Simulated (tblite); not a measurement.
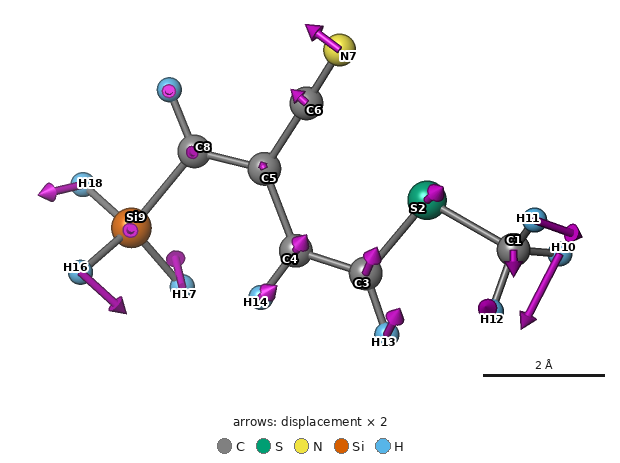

A relaxation of C6H9NSSi. The starting structure is drawn; purple arrows show the displacements, 2 times their true length. The two geometries are superimposed by the best rigid fit.

The picture is a ball-and-stick view, seen at a tilt.

Computed with GFN2-xTB geometry optimisation, gas phase in tblite 0.8.0. 

**What did the optimiser do to the structure, and how much energy did it gain?**

The largest move after the best rigid fit is that of an H atom, 0.72 Å. Largest moves by element: H 0.72 Å, N 0.38 Å, C 0.33 Å, S 0.30 Å, Si 0.16 Å. Among the contacts that change: C–S 2.651 → 2.942 Å, C–H 1.130 → 1.086 Å, C–S 1.777 → 1.740 Å, C–C 1.318 → 1.354 Å. Among the angles between lasting bonds that change: C–S–C 109.5° → 99.3°, S–C–C 119.4° → 127.2°, S–C–H 113.5° → 106.4°. Groups turn about C–S by about 30°, C–Si by about 25°. After 112 geometry steps the energy has fallen by 13.6 kcal/mol.
